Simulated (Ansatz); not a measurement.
**H11PSi4···H2O: density, localisation and related maps**

Input

```
crystal:
  periodic: [false, false, false]
  atoms:
    - { symbol: Si, position_ang: [0.0, 0.0, 0.0] }
    - { symbol: O, position_ang: [0.0, 0.0, 2.03] }
    - { symbol: H, position_ang: [-0.9095, -0.2814, 2.3671] }
    - { symbol: Si, position_ang: [2.0935, 0.0, -0.7393] }
    - { symbol: H, position_ang: [2.5508, -1.3762, -0.9079] }
    - { symbol: H, position_ang: [2.1573, 0.6939, -2.0222] }
    - { symbol: H, position_ang: [2.951, 0.6823, 0.2255] }
    - { symbol: Si, position_ang: [-1.0456, 1.8115, -0.7393] }
    - { symbol: H, position_ang: [-2.4302, 1.478, -1.0607] }
    - { symbol: H, position_ang: [-1.0215, 2.8436, 0.2931] }
    - { symbol: H, position_ang: [-0.3743, 2.3069, -1.9374] }
    - { symbol: Si, position_ang: [-1.0456, -1.8115, -0.7393] }
    - { symbol: H, position_ang: [-1.7029, -2.4846, 0.3772] }
    - { symbol: H, position_ang: [-2.0454, -1.4265, -1.7311] }
    - { symbol: H, position_ang: [-0.0777, -2.7173, -1.3511] }
    - { symbol: P, position_ang: [0.9228, -2.165, 0.782] }
    - { symbol: H, position_ang: [0.0303, -3.2136, 0.4353] }
    - { symbol: H, position_ang: [2.1821, -2.3934, 0.1669] }
    - { symbol: H, position_ang: [0.4794, -1.1248, 1.8891] }
basis:
  gaussian: { orbitals: "6-31G*" }
hamiltonian:
  xc: pbe0
  dispersion: d4
relax:
  f_tol: 0.15
  max_steps: 25
  restrain:
    - { distance: [0, 15], at: 2.18, k: 30.0 }
    - { distance: [18, 1], at: 1.01, k: 30.0 }
    - { distance: [0, 1], at: 2.88, k: 30.0 }
    - { distance: [18, 15], at: 2.62, k: 30.0 }
output:
  orbitals: {}
```

Launched as:

```sh
ansatz run input.yaml --threads 4 --pin off --max-ram 5120MiB --backend cpu --events-out ev --progress --plain --runs-dir out
```

The fields are those of the run's last geometry, not of the input's.

Not at a stationary point (largest force 1.0 eV/Å).

Level of theory: Ansatz, RKS PBE0-D4/6-31G*.

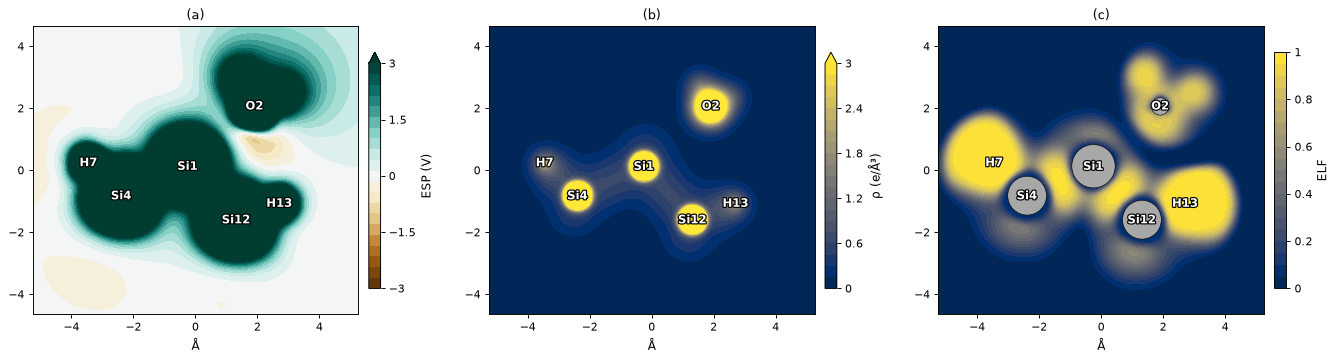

Figure 1. (a) molecular electrostatic potential; (b) electron density; (c) ELF on the plane of atoms Si1, Si4 and H7. Grey discs cover the atomic cores in the ELF map.

**Describe what can be read from this map.**

Atoms in the plane: Si, O and H. Si–Si (2.33 Å): ρ is about 0.62 e/Å³ halfway; the ELF peaks at about 1 between the atoms; a shared electron pair. Si–H (1.49 Å): ρ is about 0.76 e/Å³ halfway; the ELF climbs to about 1 towards the hydrogen, as it does in any bond to H. Outside the dense part of the complex the potential is most negative (−1.0 V) near O2.

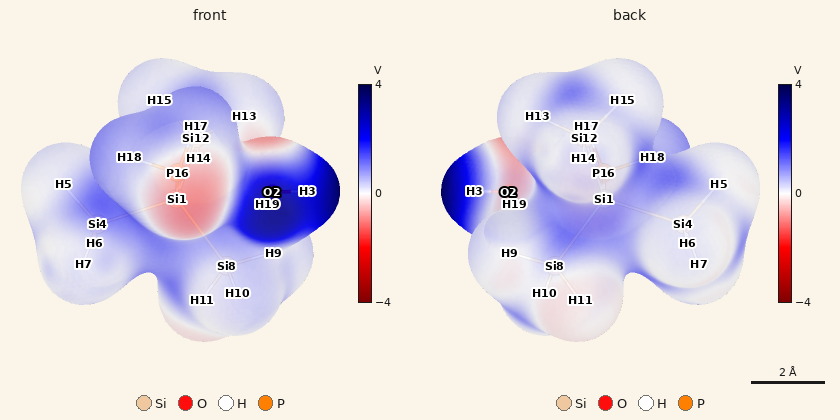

Figure 2. The electrostatic potential painted on the density surface at 0.004 e/bohr³, seen from the front and from behind; the colour scale runs from red (negative) to blue (positive).

**Where is the surface potential most negative and most positive?**

The most negative region (about −0.9 V, or −21 kcal/mol for a unit charge) lies over O2 and P16, the most positive (about +3.5 V, or +81 kcal/mol for a unit charge) over H3.

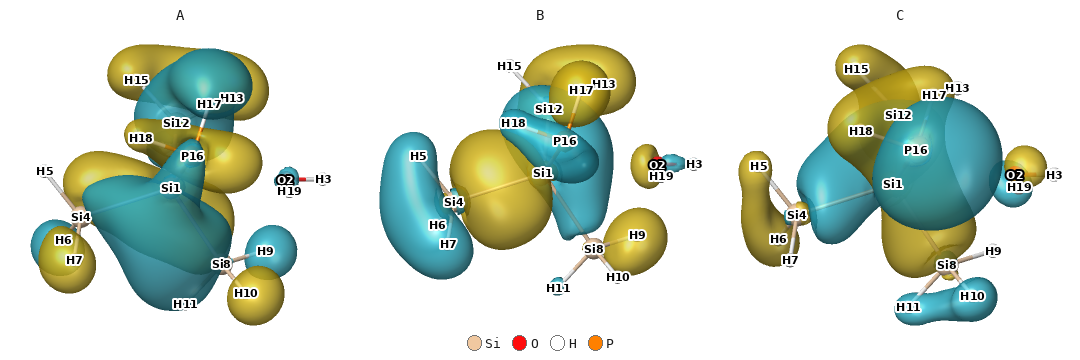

Figure 3. Three frontier orbitals at ±0.06 Å⁻³ᐟ² (yellow and cyan are the two phases), in no order.

**Order the three orbitals by energy and name them.**

B is the HOMO−1 (−7.60 eV). By Hirshfeld shares it lies mainly on Si1 (about 30 %), Si4 (about 25 %) and Si12 (about 15 %). C is the HOMO (−6.95 eV). Its weight (Hirshfeld) is mainly on P16 (about 45 %), Si1 (about 20 %), Si12 (about 10 %), Si8 (about 10 %) and Si4 (about 5 %). A is the LUMO (−0.23 eV). By Hirshfeld shares it lies mainly on Si1 (about 25 %), Si12 (about 15 %), P16 (about 15 %), Si8 (about 10 %) and Si4 (about 10 %).

**What is the HOMO–LUMO gap?**

6.72 eV between the orbital energies.
